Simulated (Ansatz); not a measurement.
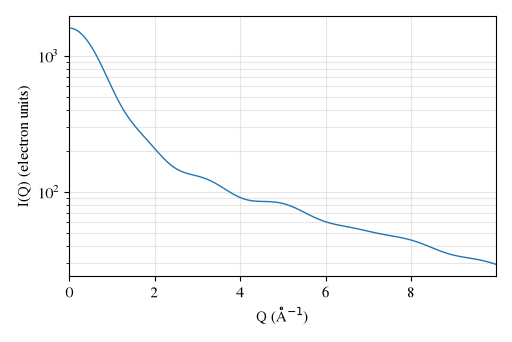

Elastic X-ray scattering of a randomly oriented, rigid molecule, calculated with the Debye equation from neutral-atom form factors (independent atoms, no Compton part, no vibration). The geometry is the end point of an optimisation (RKS PBE-D4/6-31G* in Ansatz); it may be a saddle point or a higher isomer. It contains N, C, S, H.

How many electrons does the independent-atom model of the molecule hold?

I(0) is the square of the electron number: I(0) = 1600, so about 40 electrons, the count of C2H5NS.

What radius of gyration does the initial fall-off give?

From I(Q) ≈ I(0) exp(−Q²R²/3) at small Q, R ≈ 1.90 Å. It is larger than the electron-weighted radius of the nuclear positions alone (1.75 Å), because each atom's electron cloud adds to it.
